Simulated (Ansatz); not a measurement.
# AlP, pressure series

The reference is AlP in the zinc blende structure (space group F-43m, No. 216; a = 5.5078 Å).

Cell and atoms are relaxed at each pressure.

The values are results of plane-wave PAW DFT at the PBE level (Ansatz, an electronic-structure program, 420 eV), no SOC, not measurements.

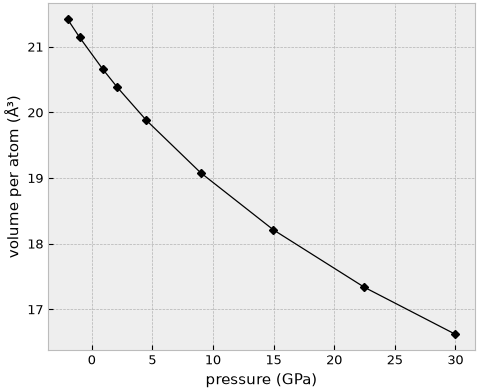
Figure: Volume against pressure

Question: Estimate the zero-pressure bulk modulus from the plot.

Answer: About 83 GPa; a third-order Birch–Murnaghan fit to the points gives V₀ = 20.88 Å³/atom, B₀ = 83 GPa and B₀′ = 4.0.

Between the base and pressure 9 GPa the gap moves from 1.63 eV to 1.45 eV, a mean slope of -21 meV/GPa.

Load acts through the strain it causes; cell and atoms are relaxed under it. Whether these cells are dynamically stable was not tested. Measured, AlP leaves this structure (for the NiAs type) near 14.2 GPa (temperature not stated; as listed in Datta, Sujoy, Jana, Debnarayan, arXiv (2020)), on rising pressure, with hysteresis.
